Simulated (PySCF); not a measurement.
BN (triplet)

```xyz
2

B     0.0000    0.0000   -0.7379
N     0.0000    0.0000    0.5801
```

Computed with PBE0/cc-pVTZ(-PP), non-relativistic Hamiltonian with scalar-relativistic core potentials where named, at a bond length of 1.318 Å (PySCF 2.14.0).

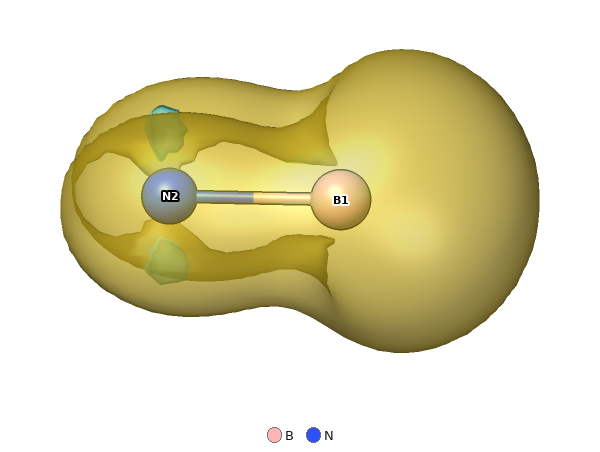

Figure 1. Isosurfaces of the spin density at +0.04 (yellow) and −0.04 e/Å³ (cyan), seen from one side.

### Describe the spin distribution.

The unpaired spin (2 electrons) lies mostly on B1 (about 1.2) and N2 (about 0.8), in electrons by Hirshfeld's partition.

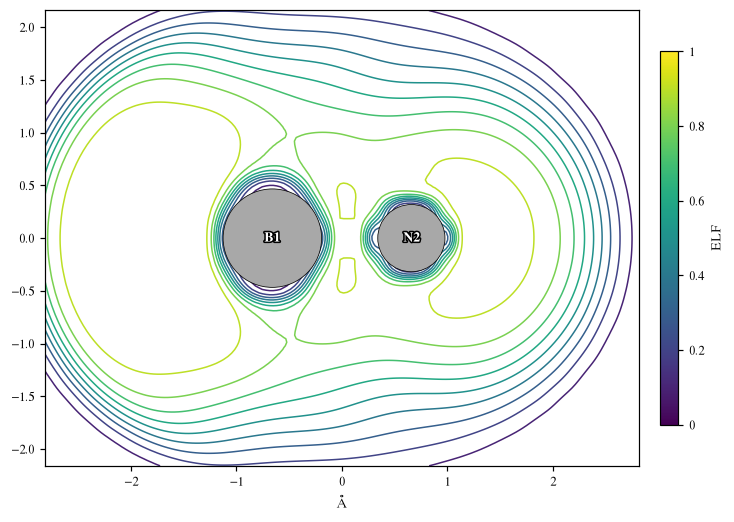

Figure 2. Electron localisation function on a plane that holds the molecular axis. Grey discs cover the atomic cores.

### What do the fields say about this system?

- Atoms in the plane: B and N.
- B–N (1.32 Å): the ELF peaks at about 0.90 between the atoms; a polar covalent bond.
- The ELF also peaks beside B1 and N2, away from the bonds: non-bonding electrons, paired or unpaired.

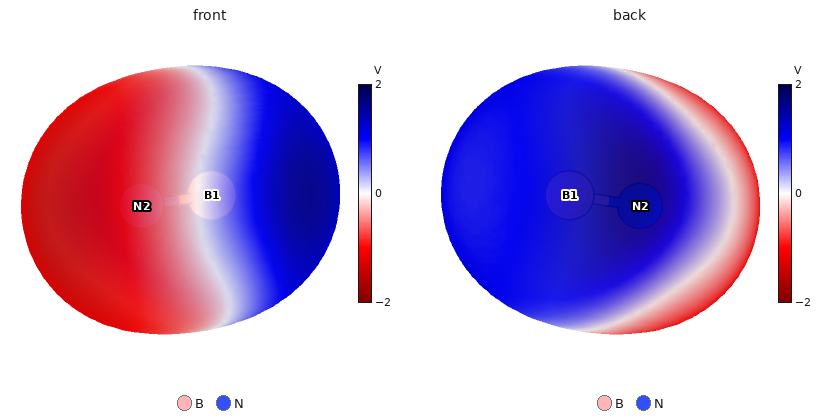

Figure 3. The electrostatic potential painted on the density surface at 0.002 e/bohr³, seen from the front and from behind; red is negative and blue positive.

### Where is the surface potential most negative and most positive?

The most negative region (about −1.4 V) lies over N2, the most positive (about +1.7 V) over B1. N2 is the likeliest acceptor of a hydrogen bond.
